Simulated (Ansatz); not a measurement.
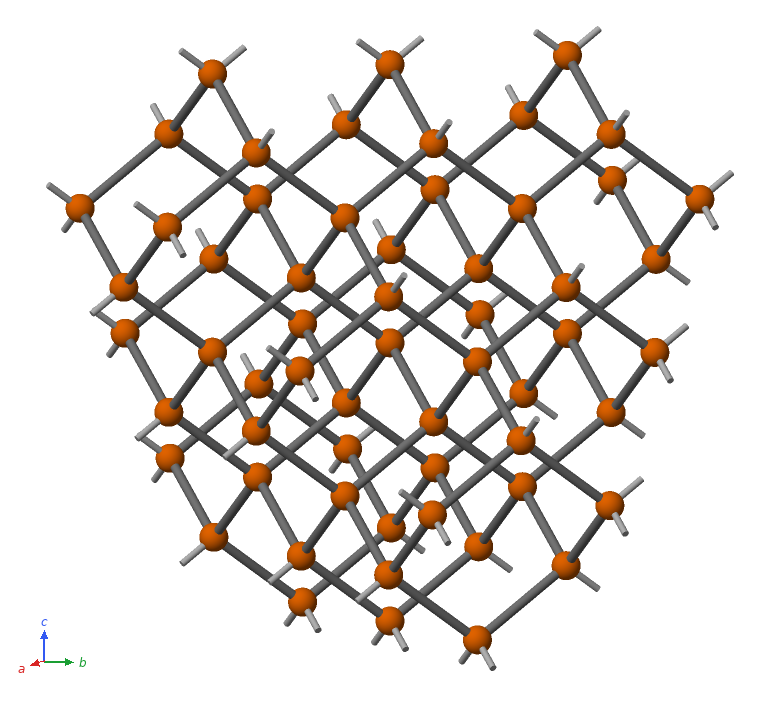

A cut-out of a periodic net derived from a crystal structure. Nodes are coloured by topological kind. Edges to nodes outside the piece are drawn as stubs.

Question: What net is this?

Answer: A uninodal 4-connected, three-periodic net. It is the dia net, known from diamond, zinc blende and cristobalite.

Question: Give point symbol and coordination sequence.

Answer: 6⁶, sequence 4, 12, 24, 42, 64.

The net was derived as follows. The compound is BN (space group F-43m, No. 216), taken as the input geometry of an electronic-structure calculation (not necessarily at equilibrium). Bonds are taken as B–N below 1.8 Å; no other contact counts. Simplification: prune 0- and 1-connected atoms, fold 2-connected ones into links. B and N are 4-connected nodes.
